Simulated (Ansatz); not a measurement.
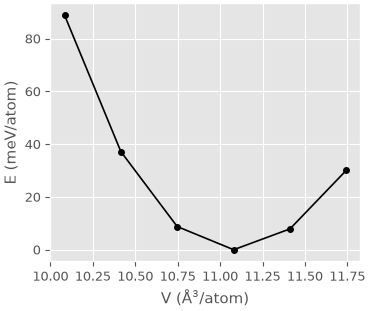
AlB2W2 in space group Cmmm (No. 65; Al on 2a, W on 4j, B on 4i) under volume change, DFT-r²SCAN in the program Ansatz with PAW potentials, shape and atoms relaxed at each volume.

What does a third-order Birch–Murnaghan fit give for V₀, B₀ and B′?

V₀ = 11.08 Å³/atom, B₀ = 268 GPa, B′ = 4.4.

The start of the workflow was typed in or built on a structure type; neither database checked (COD, Materials Project) lists it. Whether it is the stable phase at ambient conditions was not checked. Symmetry was held in the r²SCAN relaxation; whether a distortion lowers the energy is not shown. The run is not spin-polarised. Spin–orbit coupling is left out wherever it is not named.

Potentials: the later of the program's two PAW sets.
